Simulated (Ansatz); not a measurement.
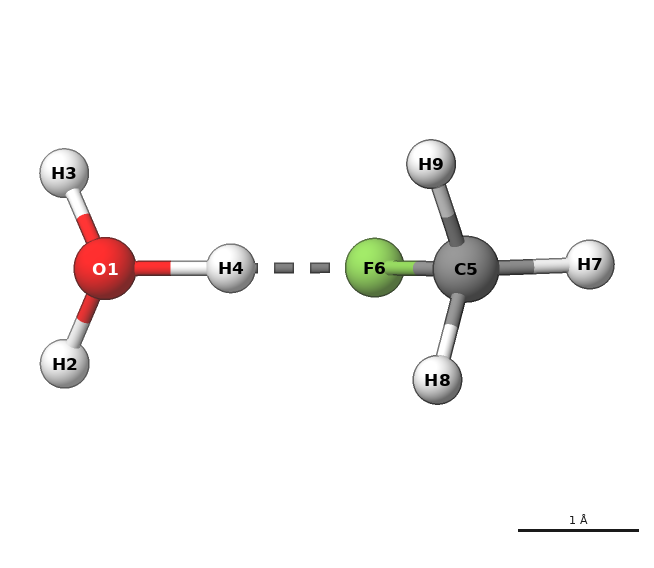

Two molecules or ions; the broken line marks their closest contact (measured against van der Waals radii). The species has charge +1 and is a spin singlet. Geometry: a pair of rigid molecules at a changed separation. Program: Ansatz 0.2.0.

> Which two species are they?

H3O and CH3F (`CF.[OH3+]`).

> How long is the contact?

H4···F6 is 1.21 Å.

Give the counterpoise-corrected interaction energy (kcal/mol, monomers kept as in the pair) with RHF-CCSD(T) (frozen core)/def2-TZVPPD; ωB97M-V/def2-TZVPPD; r2SCAN-D4/def2-TZVPPD; B3LYP-D4/def2-TZVPPD; PBE0-D4/def2-TZVPPD; PBE-D4/def2-TZVPPD.

```csv
level,interaction energy (kcal/mol)
RHF-CCSD(T) (frozen core)/def2-TZVPPD,−26.7
ωB97M-V/def2-TZVPPD,−27.7
r2SCAN-D4/def2-TZVPPD,−28.9
B3LYP-D4/def2-TZVPPD,−28.2
PBE0-D4/def2-TZVPPD,−29.1
PBE-D4/def2-TZVPPD,−28.0
```
